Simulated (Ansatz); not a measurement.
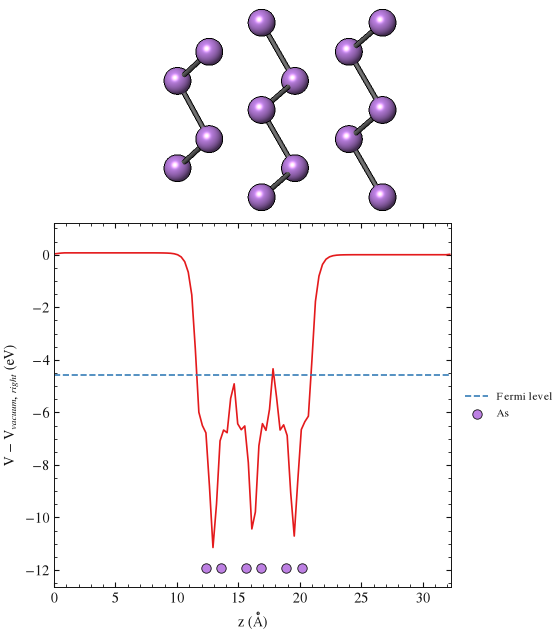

What does the plot show?

Plane-averaged electrostatic potential energy of an electron across the slab; circles at the bottom mark the heights of the atoms. The structure is drawn too. System: As (slab), 6 atoms in the cell. Ansatz 0.2.0; DFT PBE+D3(BJ), scalar-relativistic, plane waves, PAW, no spin polarisation, 9×9×1 k mesh, 420 eV cutoff, Gaussian smearing of 0.1 eV.

The work function is 4.57 eV at the right face and 4.64 eV at the left. The vacuum levels differ by 0.07 eV, so the slab carries a dipole along its normal. The outermost atoms are 7.8 Å apart, which leaves 24.5 Å of vacuum in a cell 32.3 Å high.

The atoms aren't at rest in this cell (largest force 0.8 eV/Å), so the relaxed material can differ.
